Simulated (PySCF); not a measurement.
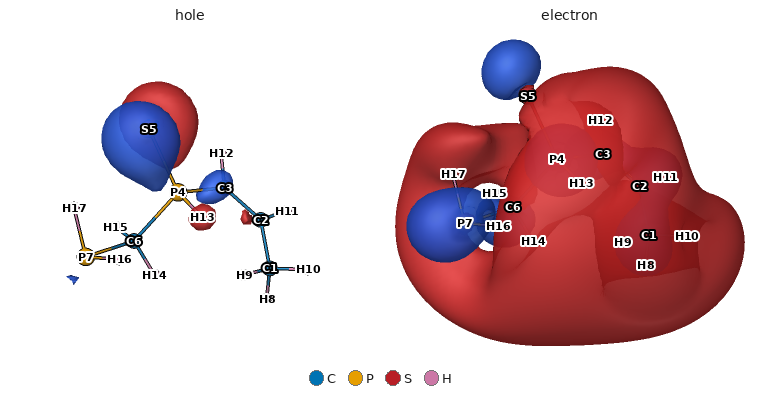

Figure 1: C₄H₁₀P₂S, SMILES `C/C=C\[PH](=S)CP`. Leading natural transition orbital pair of S₃ (TDA singlet states); the surfaces enclose about 70 % of each orbital's density.

Computed with PySCF, PBE0/6-31+G*, geometry: GFN2-xTB. No frequency check shows the geometry to be a minimum. GFN2-xTB bond lengths at metals and heavier atoms can be off by up to 0.1 Å and shapes distorted, which carries into these values.

Input script:

```python
import numpy as np
from pyscf import gto, scf, dft, tdscf
from pyscf.scf import atom_ks, atom_hf
from scipy.linalg import block_diag

def solve(mol, dm0=None, hcore=None):
    mf = (dft.UKS if mol.spin else dft.RKS)(mol, xc='pbe0')
    mf.grids.level = 3
    mf = mf.density_fit(auxbasis='def2-universal-jkfit')
    mf.conv_tol, mf.max_cycle = 1e-8, 80
    if hcore is not None:
        mf.get_hcore = lambda *args: hcore
    mf.kernel(dm0)
    if not mf.converged:
        mf = mf.newton().run(mf.mo_coeff, mf.mo_occ, max_cycle=30)
    assert mf.converged, 'SCF not converged'
    return mf

mol = gto.M(atom='''
C      2.85498    -1.32892     0.52344
C      2.79831    -0.09395    -0.29995
C      1.72826     0.66574    -0.50977
P      0.07405     0.46431     0.18935
S     -0.96699     2.08739     0.14693
C     -0.66340    -0.98798    -0.68486
P     -2.32396    -1.49705    -0.00613
H      3.14037    -2.17487    -0.10242
H      1.89998    -1.54531     0.99534
H      3.61852    -1.22512     1.29425
H      3.73313     0.18719    -0.77177
H      1.78874     1.55502    -1.12842
H      0.28115    -0.06961     1.46727
H      0.02123    -1.84015    -0.64590
H     -0.79026    -0.70543    -1.73676
H     -1.93740    -1.41436     1.33612
H     -2.84384    -0.20377     0.02003
''', basis='6-31+g*', charge=0, spin=0, verbose=4)
mf = solve(mol)
td = mf.TDA()
td.nstates, td.singlet, td.conv_tol = 6, True, 1e-5
td.kernel()
td.analyze()
x, y = np.array([p[0] for p in td.xy]), np.array([p[1] + 0 * p[0] for p in td.xy])
f, mu = td.oscillator_strength(), td.transition_dipole()
nto = [td.get_nto(state=i + 1, verbose=4) for i in range(len(td.e))]
# spherically averaged free atoms, for the promolecule
atm = atom_ks.get_atm_nrks(mol, xc='pbe0')
pro = block_diag(*[(atm[a[0]][2] * atm[a[0]][3]) @ atm[a[0]][2].T for a in mol._atom])
np.savez('result.npz', e=td.e, f=f, ok=td.converged, w=[n[0] for n in nto], nto=[n[1] for n in nto], x=x, y=y, c=mf.mo_coeff, occ=mf.mo_occ, eps=mf.mo_energy, pro=pro, mu=mu)
```

Run with:

```sh
OMP_NUM_THREADS=1 python input.py
```

The run took 12 min on 1 thread of Intel(R) Xeon(R) Processor @ 2.50GHz (Skylake/Cascade Lake) (shared host), peak memory 0.9 GiB.

Q: Give its energy and the atoms that hole and electron lie on.

A: 5.56 eV (223 nm), f = 0.004, diffuse (Rydberg-like) orbital; the leading pair carries 82 %; hole on S5 (61 %), P7 (14 %) and P4 (10 %), electron on P7 (15 %), C1 and C2 (10 % each) and P4 (11 %) (atom shares of so diffuse an orbital are rough) (shares are of the whole state, not of the leading pair alone); their centroids lie 2.6 Å apart; S₄ lies within 0.1 eV of it. In canonical orbitals it is mainly HOMO → LUMO+1 (74 %). The HOMO–LUMO gap is 5.50 eV.
